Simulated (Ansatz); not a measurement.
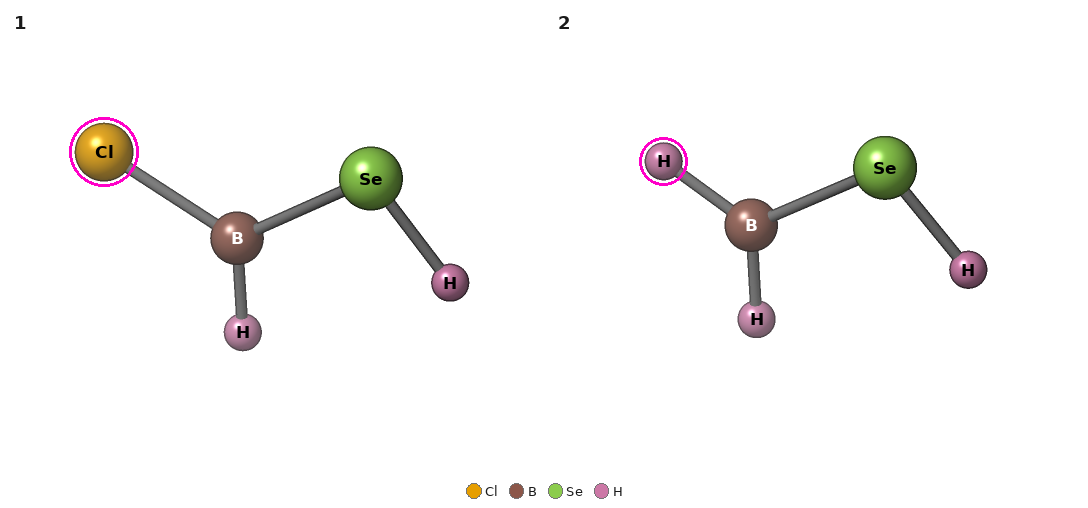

2 molecules with one skeleton, seen from the same side and at one scale; the atom that differs is circled. Each species is neutral and a spin singlet. Computed geometries: PBE0-D4/def2-TZVP optimisations, one conformation each. Properties computed with Ansatz 0.2.0.

One atom differs, called X below: Cl in panel 1, H in panel 2. Their formulas are BClH2Se (`ClB[SeH]`), BH3Se (`B[SeH]`).

**In which is the dipole moment larger (r2SCAN-D4/def2-TZVPP)?**

In panel 1 (X = Cl).

**In which is the length of X–B larger (PBE0-D4/def2-TZVP)?**

In panel 1 (X = Cl).

Give the values. With PBE0-D4/def2-TZVP: length of X–B (Å), angle X–B–H (°). With r2SCAN-D4/def2-TZVPP: dipole moment (D), HOMO energy (Kohn–Sham orbital) (eV), HOMO–LUMO gap (eV), vertical ionisation energy (eV).

```tsv
quantity	1 (Cl)	2 (H)	2 − 1
length of X–B (Å)	1.743	1.191	−0.552
angle X–B–H (°)	119.6	123.2	+3.6
dipole moment (D)	1.27	0.71	−0.56
HOMO energy (Kohn–Sham orbital) (eV)	−6.99	−7.12	−0.13
HOMO–LUMO gap (eV)	4.92	5.04	+0.12
vertical ionisation energy (eV)	10.03	10.36	+0.33
```
